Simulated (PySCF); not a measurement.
## Electronic structure of C₃H₄B₂F₄ in real space

```xyz
13

C    -1.8370   -0.1760   -0.0067
C    -0.3550    0.0518    0.0302
C     0.5138   -0.9581   -0.1579
B     2.0505   -0.8012   -0.2209
F     2.8706   -1.8347   -0.1988
F     2.6580    0.3628   -0.3565
B     0.1004    1.5344    0.3118
F    -0.4022    2.5552   -0.3505
F     0.9226    1.8687    1.2792
H    -2.0717   -1.2055   -0.2635
H    -2.2750    0.0590    0.9630
H    -2.2876    0.4963   -0.7353
H     0.1082   -1.9521   -0.3118
```

Geometry: GFN2-xTB.

Level of theory: PBE0/pcSseg-1, SCF density, gas phase, non-relativistic in PySCF 2.14.0.

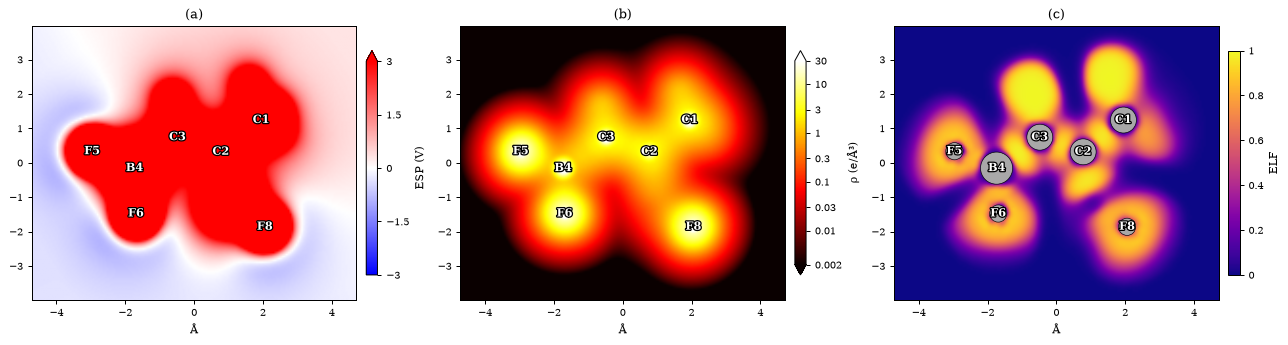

Figure 1. (a) electrostatic potential; (b) electron density; (c) electron localisation function on the plane of atoms F5, B4 and F6. Grey discs cover the atomic cores in the ELF map.

> Read the bonding off the picture.

The plane passes through C, B and F nuclei.
B–F (1.32 Å): ρ at the midpoint is about 2.2 e/Å³; the ELF peaks at about 0.85 between the atoms; a polar covalent bond.
C–C (1.35 Å): the density is about 2.2 e/Å³ at the midpoint; the ELF peaks at about 0.95 between the atoms, as expected for a covalent bond.
C–B (1.55 Å): the density is about 1.5 e/Å³ at the midpoint; the ELF peaks at about 1 between the atoms; localised, covalent bonding.
C–C (1.50 Å): the density is about 1.7 e/Å³ at the midpoint; the ELF peaks at about 0.95 between the atoms; a shared electron pair.
The ELF also peaks beside F8, F6 and F5, away from the bonds: lone-pair regions.
Outside the dense part of the molecule the potential is most negative (−0.9 V) near F5.

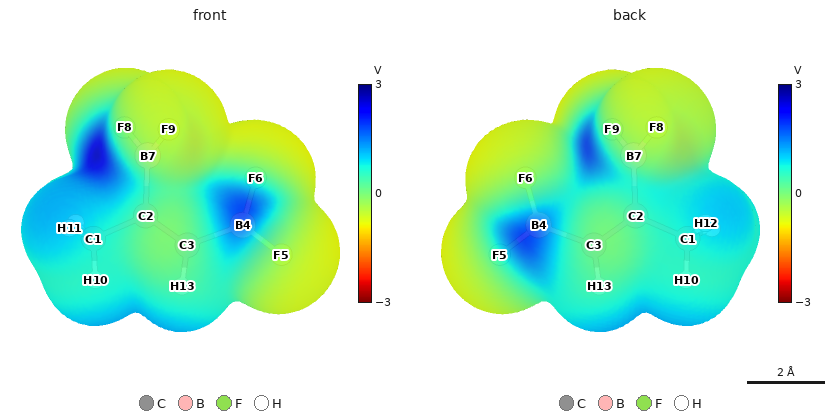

Figure 2. The molecular electrostatic potential painted on the density surface at 0.002 e/bohr³, seen from the front and from behind; the colour scale runs from red (negative) to blue (positive).

> Which sites attract a positive test charge, and which a negative one?

A positive charge is drawn to the negative regions and a negative charge to the positive ones. The most negative region (about −0.8 V) lies over F5 and F6, the most positive (about +2.2 V) over B7.

> How polar is the molecule by this calculation?

Its dipole moment is 3.12 D.
